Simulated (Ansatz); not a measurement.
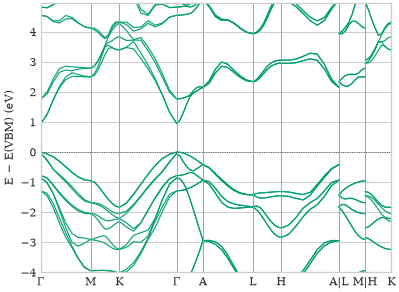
Band structure from r²SCAN with spin–orbit coupling in the plane-wave PAW code Ansatz

Problem. Read off the gap and where the band edges lie.

Solution. About 0.9 eV (0.94 eV by a search for the band edges); maximum at Γ, minimum at Γ.

The material is CdTe (wurtzite, P6_3mc).

The workflow started from a Materials Project entry (that database holds measured and hypothetical structures alike); the Crystallography Open Database copy checked does not list it. It is not the phase usual at ambient conditions (space group No. 216). The cell was relaxed with r²SCAN under the symmetry of its start; of distortions, only those at the zone centre were tested.

Potentials: the earlier of the program's two PAW sets.
